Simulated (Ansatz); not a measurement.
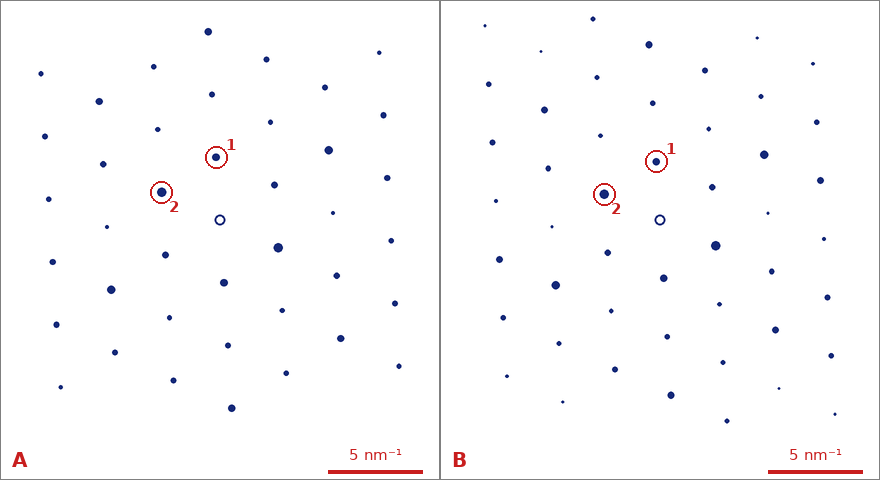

Kinematic electron diffraction patterns (300 kV, B = 0.5 Å², same scale) along [111] of the run's own cell, for the start and the end of one relaxation of Sn2P3 with DFT PBE, scalar-relativistic, plane waves, PAW in Ansatz. k mesh 12×12×4. The start is a generated model structure, and the relaxation ends in the nearest stationary point of its symmetry, not necessarily the ground state. Spot 1 is -1 1 0 and spot 2 is -1 0 1 in both.

Start structure:

```yaml
crystal:
  lattice:
    - [3.67398, 0.00000, 0.00000]
    - [-1.83699, 3.18176, 0.00000]
    - [0.00000, 0.00000, 9.77212]
  atoms:
    - { symbol: Sn, position: [0.33333, 0.66667, 0.17667] }
    - { symbol: Sn, position: [0.66667, 0.33333, 0.82333] }
    - { symbol: P, position: [0.00000, 0.00000, 0.00000] }
    - { symbol: P, position: [0.33333, 0.66667, 0.55700] }
    - { symbol: P, position: [0.66667, 0.33333, 0.44300] }
```

**Which pattern belongs to the start structure, and which to the relaxed one?**

B is the start: its cell gives d(1) = 3.182 Å, d(2) = 3.025 Å and an angle of 61.6°. A is the relaxed structure, with d(1) = 2.963 Å (-6.9 %), d(2) = 2.880 Å (-4.8 %) and 60.9°.

**Name reflections whose intensity changes strongly on relaxation.**

2 1 -3 goes from 1.7 to 8.6 % of the strongest spot; 2 0 -2 goes from 11 to 23 % of the strongest spot; 1 -3 2 goes from 5.6 to 11 % of the strongest spot.

**Summarise the relaxation behind the change.**

The volume changed by +8.6 % to 24.80 Å³ an atom; with the mean shift removed, the atoms moved by up to 0.22 Å relative to the cell (Sn most); the space group stayed P-3m1 (No. 164); the free energy fell by 25 meV an atom. Relaxed cell: a = 3.422 Å, b = 3.422 Å, c = 12.231 Å, α = 90.00°, β = 90.00°, γ = 120.00°.
